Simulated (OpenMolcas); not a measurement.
Run report: InHF2 (charge +1), single-point calculation (part 2 of 2)

The same run, continued: InHF2, charge +1, multiplicity 2; HF/STO-3G, UHF (OpenMolcas 26.06). The geometry is that of the parent species in another charge or spin state. The geometry comes from this level: PBE0-D4/def2-TZVP.

What the program printed, continued:
```
   9  -879.259529668 -3672.890621405  2520.200369012  -3.52E-03*   4.39E-02*   3.73E-02*    1.84E-01   5.58E+02   c2DIIS       0.
  10  -879.262279254 -3673.056154949  2520.363152969  -2.75E-03*   2.37E-02*   4.79E-03*    1.20E-01   5.58E+02   QNRc2DIIS    0.
  11  -879.262433163 -3673.065272819  2520.372116930  -1.54E-04*   2.49E-02*   2.37E-03*    3.97E-02   5.58E+02   QNRc2DIIS    0.
  12  -879.262497513 -3673.047583597  2520.354363358  -6.43E-05*   9.69E-03*   8.58E-04*    4.12E-02   5.58E+02   QNRc2DIIS    0.
  13  -879.262508133 -3673.035200085  2520.341969227  -1.06E-05*   9.92E-03*   5.08E-04*    1.60E-02   5.58E+02   QNRc2DIIS    0.
  14  -879.262512897 -3673.028257995  2520.335022372  -4.76E-06*   5.87E-03*   2.49E-04*    1.42E-02   5.58E+02   QNRc2DIIS    0.
  15  -879.262515172 -3673.026956367  2520.333718470  -2.27E-06*   1.12E-02*   4.78E-04*    8.35E-03   5.58E+02   QNRc2DIIS    0.
  16  -879.262512253 -3673.022277759  2520.329042780   2.92E-06*   2.24E-02*   9.34E-04*    1.62E-02   5.58E+02   QNRc2DIIS    0.
  17  -879.262511571 -3673.029079427  2520.335845131   6.83E-07*   2.51E-03*   1.69E-04*    3.19E-02   5.58E+02   QNRc2DIIS    0.
  18  -879.262511754 -3673.031639272  2520.338404792  -1.84E-07*   5.25E-04*   4.12E-05*    3.84E-03   5.58E+02   QNRc2DIIS    0.
  19  -879.262511773 -3673.031641585  2520.338407086  -1.90E-08*   1.33E-03*   4.37E-05*    7.64E-04   5.58E+02   QNRc2DIIS    0.
  20  -879.262511813 -3673.031026357  2520.337791818  -4.01E-08*   4.25E-04*   2.26E-05*    1.90E-03   5.58E+02   QNRc2DIIS    0.
  21  -879.262511820 -3673.030952792  2520.337718247  -7.12E-09*   8.35E-04*   2.06E-05*    6.03E-04   5.58E+02   QNRc2DIIS    0.
  22  -879.262511826 -3673.031210914  2520.337976363  -5.26E-09*   2.03E-04*   5.77E-05*    1.20E-03   5.58E+02   QNRc2DIIS    0.
  23  -879.262511827 -3673.031244832  2520.338010279  -9.70E-10*   1.99E-04*   4.63E-05*    3.01E-04   5.58E+02   QNRc2DIIS    0.
  24  -879.262511826 -3673.031121906  2520.337887354   3.88E-10*   6.98E-04*   4.25E-05*    2.95E-04   5.58E+02   QNRc2DIIS    0.
  25  -879.262511828 -3673.031121327  2520.337886773  -1.94E-09*   1.65E-04*   7.12E-06*    1.02E-03   5.58E+02   QNRc2DIIS    0.
  26  -879.262511828 -3673.031107517  2520.337872963  -1.60E-10*   2.73E-05*   4.15E-06*    2.42E-04   5.58E+02   QNRc2DIIS    0.
  27  -879.262511828 -3673.031103421  2520.337868867  -6.37E-11    3.29E-05*   4.41E-06*    4.04E-05   5.58E+02   QNRc2DIIS    0.
  28  -879.262511829 -3673.031098402  2520.337863848  -5.73E-11    1.21E-04*   4.72E-06*    4.82E-05   5.58E+02   QNRc2DIIS    0.
  29  -879.262511829 -3673.031084013  2520.337849459  -8.55E-11    1.17E-04*   8.89E-06*    1.75E-04   5.58E+02   QNRc2DIIS    0.
  30  -879.262511829 -3673.031067843  2520.337833288  -2.26E-10*   2.72E-04*   1.39E-05*    1.72E-04   5.58E+02   QNRc2DIIS    0.
  31  -879.262511829 -3673.031101423  2520.337866869   2.77E-10*   2.34E-05*   4.36E-06*    3.96E-04   5.58E+02   QNRc2DIIS    0.
  32  -879.262511829 -3673.031098790  2520.337864236  -8.37E-11    2.11E-05*   4.57E-06*    3.51E-05   5.58E+02   QNRc2DIIS    0.
  33  -879.262511829 -3673.031096607  2520.337862053  -7.37E-11    1.57E-05*   4.77E-06*    3.15E-05   5.58E+02   QNRc2DIIS    0.
  34  -879.262511829 -3673.031095194  2520.337860640  -4.00E-11    1.12E-05*   4.91E-06*    2.36E-05   5.58E+02   QNRc2DIIS    0.
  35  -879.262511829 -3673.031094290  2520.337859736  -5.64E-11    4.60E-05*   5.01E-06*    1.69E-05   5.58E+02   QNRc2DIIS    0.
  36  -879.262511829 -3673.031091698  2520.337857144  -2.13E-10*   1.24E-05*   5.36E-06*    6.98E-05   5.58E+02   QNRc2DIIS    0.
  37  -879.262511829 -3673.031091998  2520.337857443  -7.82E-11    1.33E-03*   5.40E-06*    1.85E-05   5.58E+02   QNRc2DIIS    0.
  38  -879.262511825 -3673.031092460  2520.337857909   3.70E-09*   1.14E-05*   8.28E-07*    2.00E-03   5.58E+02   QNRc2DIIS    0.
  39  -879.262511825 -3673.031091466  2520.337856915  -4.55E-12    2.02E-06    4.04E-07*    1.70E-05   5.58E+02   QNRc2DIIS    0.
  40  -879.262511825 -3673.031091307  2520.337856756  -2.73E-12    9.03E-06    3.13E-07*    2.89E-06   5.58E+02   QNRc2DIIS    0.
  41  -879.262511825 -3673.031090543  2520.337855992  -4.55E-12    4.94E-06    9.45E-08     1.29E-05   5.58E+02   QNRc2DIIS    0.

       Convergence after  41 Iterations
--

 *****************************************************************************************************************************
 *                                             SCF/KS-DFT Program, Final results                                             *
 *                                                       Final Results                                                       *
 *****************************************************************************************************************************

::    Total SCF energy                              -5879.2625118254
      One-electron energy                           -8673.0310905432
      Two-electron energy                            2520.3378559924
      Nuclear repulsion energy                        273.4307227254
      Kinetic energy (interpolated)                  5875.7716389105
      Virial theorem                                    1.0005941131
      Total spin, S(S+1)                                0.8783421138
      Total spin, S                                     0.5622344910
      Max non-diagonal density matrix element           0.0000032768
      Max non-diagonal Fock matrix element              0.0000005857

      All orbitals with orbital energies smaller than  E(LUMO)+0.5 are printed

++    Molecular orbitals:
      -------------------

      Title: UHF orbitals (alpha)

      Molecular orbitals for symmetry species 1: a

          Orbital            1         2         3         4         5         6         7         8         9        10
          Energy         -987.2122 -146.3475 -138.3595 -138.3585 -138.3583  -28.0333  -26.2358  -26.2356  -25.0525  -25.0493
          Occ. No.          1.0000    1.0000    1.0000    1.0000    1.0000    1.0000    1.0000    1.0000    1.0000    1.0000

          Orbital           11        12        13        14        15        16        17        18        19        20
          Energy          -25.0491  -16.9191  -16.9190  -16.9183  -16.9151  -16.9151   -4.5705   -3.3876   -3.3827   -3.3824
          Occ. No.          1.0000    1.0000    1.0000    1.0000    1.0000    1.0000    1.0000    1.0000    1.0000    1.0000

          Orbital           21        22        23        24        25        26        27        28        29        30
          Energy           -1.7673   -1.7643   -0.9078   -0.9051   -0.8972   -0.8848   -0.8835   -0.8315   -0.8216   -0.8009
          Occ. No.          1.0000    1.0000    1.0000    1.0000    1.0000    1.0000    1.0000    1.0000    1.0000    1.0000

          Orbital           31        32        33        34        35        36        37        38
          Energy           -0.7794   -0.7639   -0.7327   -0.6642   -0.0283    0.0093    0.1548    0.3139
          Occ. No.          1.0000    1.0000    1.0000    1.0000    0.0000    0.0000    0.0000    0.0000

--

      All orbitals with orbital energies smaller than  E(LUMO)+0.5 are printed

++    Molecular orbitals:
      -------------------

      Title: UHF orbitals (beta)

      Molecular orbitals for symmetry species 1: a

          Orbital            1         2         3         4         5         6         7         8         9        10
          Energy         -987.2127 -146.3476 -138.3596 -138.3585 -138.3578  -28.0340  -26.2186  -26.2185  -25.0529  -25.0500
          Occ. No.          1.0000    1.0000    1.0000    1.0000    1.0000    1.0000    1.0000    1.0000    1.0000    1.0000

          Orbital           11        12        13        14        15        16        17        18        19        20
          Energy          -25.0488  -16.9192  -16.9192  -16.9183  -16.9151  -16.9129   -4.5706   -3.3887   -3.3823   -3.3791
          Occ. No.          1.0000    1.0000    1.0000    1.0000    1.0000    1.0000    1.0000    1.0000    1.0000    1.0000

          Orbital           21        22        23        24        25        26        27        28        29        30
          Energy           -1.6612   -1.6582   -0.8915   -0.8884   -0.8845   -0.8825   -0.8717   -0.7776   -0.7489   -0.7306
          Occ. No.          1.0000    1.0000    1.0000    1.0000    1.0000    1.0000    1.0000    1.0000    1.0000    1.0000

          Orbital           31        32        33        34        35        36        37
          Energy           -0.7060   -0.6249   -0.4592   -0.2156   -0.0460    0.0604    0.1887
          Occ. No.          1.0000    1.0000    1.0000    0.0000    0.0000    0.0000    0.0000

--

++    Molecular charges:
      ------------------

      Mulliken charges per centre and basis function type
      ---------------------------------------------------

                            F1                      IN2                     F3                      H4
                     alpha        beta       alpha        beta       alpha        beta       alpha        beta
      1s           1.9876      1.9846      4.3366      4.5196      1.9876      1.9846      0.6349      0.3726
      2px          0.8889      0.8626      3.1180      3.3300      0.9272      0.9021      0.0000      0.0000
      2pz          0.9810      0.8186      3.1027      3.1226      0.9610      0.7980      0.0000      0.0000
      2py          0.9727      0.5912      3.1848      3.2037      0.9544      0.5724      0.0000      0.0000
      3d2+         0.0000      0.0000      1.9934      1.9783      0.0000      0.0000      0.0000      0.0000
      3d1+         0.0000      0.0000      1.9973      1.9952      0.0000      0.0000      0.0000      0.0000
      3d0          0.0000      0.0000      1.9969      1.9960      0.0000      0.0000      0.0000      0.0000
      3d1-         0.0000      0.0000      1.9817      1.9770      0.0000      0.0000      0.0000      0.0000
      3d2-         0.0000      0.0000      1.9934      1.9908      0.0000      0.0000      0.0000      0.0000
      Total        4.8302      4.2570     23.7048     24.1132      4.8301      4.2572      0.6349      0.3726
      Total              9.0872                 47.8180                  9.0873                  1.0075

      Charge           -0.0872                  1.1820                 -0.0873                 -0.0075

      Total electronic charge=   67.000000

      Total            charge=    1.000000
--

++    Molecular orbitals:
      -------------------

      Title: Natural orbitals

      Molecular orbitals for symmetry species 1: a

          Orbital            1         2         3         4         5         6         7         8         9        10
          Energy         -987.2124 -146.3476 -138.3595 -138.3585 -138.3581  -28.0337  -26.2261  -26.2269  -25.0527  -25.0496
          Occ. No.          2.0000    2.0000    2.0000    2.0000    2.0000    2.0000    2.0000    2.0000    2.0000    2.0000

          Orbital           11        12        13        14        15        16        17        18        19        20
          Energy          -25.0490  -16.9192  -16.9191  -16.9183  -16.9147  -16.9129   -4.5699   -3.3854   -3.3693   -3.2647
          Occ. No.          2.0000    2.0000    2.0000    2.0000    2.0000    2.0000    2.0000    2.0000    2.0000    2.0000

          Orbital           21        22        23        24        25        26        27        28        29        30
          Energy           -1.5051   -1.3555   -0.9980   -1.0354   -0.8884   -0.8907   -0.8213   -0.8985   -0.8123   -0.7652
          Occ. No.          2.0000    2.0000    2.0000    2.0000    2.0000    2.0000    2.0000    2.0000    2.0000    1.9997

          Orbital           31        32        33        34        35        36        37        38
          Energy           -1.0324   -0.6715   -0.6350   -0.4942    0.1525    0.0852    0.2631   -0.0373
          Occ. No.          1.9997    1.9818    1.9534    1.0000    0.0466    0.0182    0.0003    0.0003

--

++    Molecular properties:
      ---------------------

      Charge (e):
                      =    1.0000
      Dipole Moment (debye):
      Origin of the operator (angstrom)=   -0.0085   -0.1118    0.0575
                   X=  6.4104E-02               Y=  2.7925E-01               Z= -1.8046E-01           Total=  3.3861E-01
      Center of Charge (angstrom)
                     X=    0.00480275               Y=   -0.05365967               Z=    0.01995332
      Quadrupole Moment (debye*angstrom):
      Origin of the operator (angstrom)=   -0.0085   -0.1118    0.0575
                  XX= -2.8759E+01              XY= -1.5212E-02              XZ= -5.1736E-01              YY= -2.6388E+01
                  YZ=  1.5410E+00              ZZ= -2.5192E+01
      In traceless form (debye*angstrom)
                  XX= -2.9695E+00              XY= -2.2818E-02              XZ= -7.7603E-01              YY=  5.8781E-01
                  YZ=  2.3115E+00              ZZ=  2.3817E+00
--

--- Stop Module: scf /rc=_RC_ALL_IS_WELL_ ---
--- Module scf spent 1 second ---

.##################.
.# Happy landing! #.
.##################.

    Timing: Wall=2.37 User=1.97 System=0.40
```

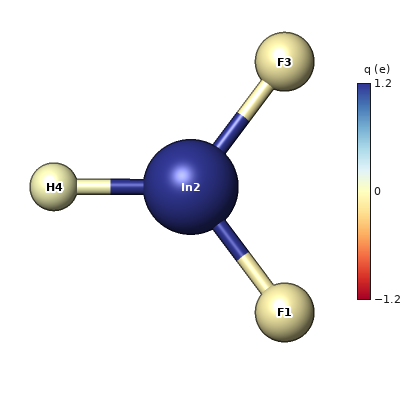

Figure 1. Mulliken charges, as the colour of each atom (ball-and-stick view, seen on its broad side; atoms are numbered from 1 in the order of the input). By element: F −0.09, In +1.18 and H −0.01 e.

The run was set up as follows.

Input:
```
* F2HIn Hartree-Fock
>>> EXPORT MOLCAS_PRINT=2
&GATEWAY
BASLIB=$CurrDir
COORD
4
angstrom
F       -1.694300      -0.668800       0.241700
In       0.043800       0.113800      -0.088400
F        1.340800      -1.004700       0.811200
H        0.365400       1.499400      -0.984800
BASIS=STO-3G
GROUP=NoSym
&SEWARD
&SCF
UHF
CHARGE=1
SPIN=2
THRESHOLDS=1e-10 1e-07 1e-07 1e-05
PRORBITALS=1 1
```

Launch command:
```bash
export MOLCAS_MEM=1860
pymolcas run.inp > run.log
```

Key numbers:

```csv
quantity,value
outcome,converged
total energy,−5879.262512 hartree
basis functions,38
⟨S²⟩,0.878
hardware,"1 thread of Arm Neoverse V2, 24 GiB of memory available, shared host"
wall time,2.6 s
peak memory,0.37 GiB
```

Notes:

Further notes kept with the run: spin contamination; the Hartree-Fock reference is not the lowest state of its kind. ⟨S²⟩ is 0.88 against 0.75 for a pure state: the solution is spin-contaminated.
